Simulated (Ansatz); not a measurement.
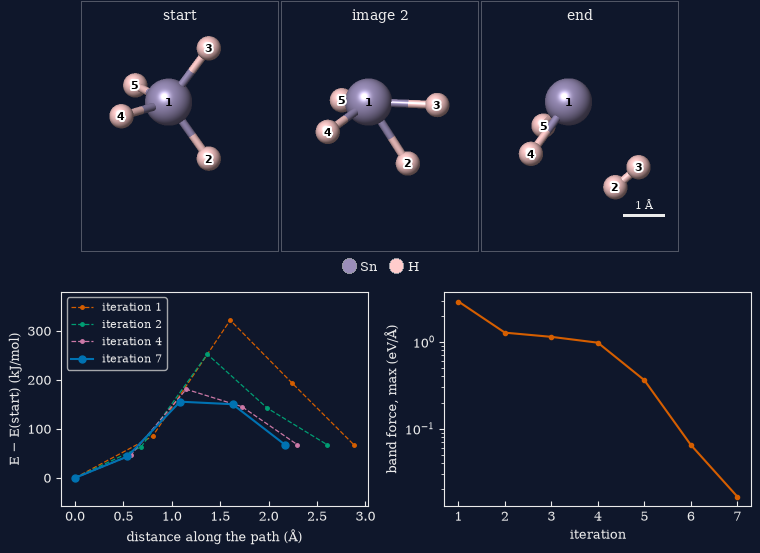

A search for the minimum-energy path of SnH₄ by the nudged elastic band. Images are numbered from 0 (start) to 4 (end). The plot follows the band through its iterations. The picture is a ball-and-stick view, seen at a tilt.

All numbers below come from RKS revPBE/def2-SVP (Ansatz 0.2.0). Settings: 3 movable images; no climbing image; force threshold 0.03 eV/Å; iteration limit 60; starting path through a guess of the saddle point.

How did the profile develop, and is the result final?

Answer. The run is converged, with reservations. The band converged in 7 iterations. The largest component of the band force went from 2.9 to 0.017 eV/Å. No image climbed, so the highest image needn't lie on the saddle point, and the true maximum along this path can be higher. So few images resolve the path coarsely. The first iteration put the highest image at 322.1 kJ/mol. The energy climbs by 155.7 kJ/mol to image 2 and then falls by 88.0 kJ/mol, so the end point sits at +67.7 kJ/mol.

The run took 20 s on 1 thread of Arm Neoverse V1, with other jobs on the host, peak memory 0.089 GiB.
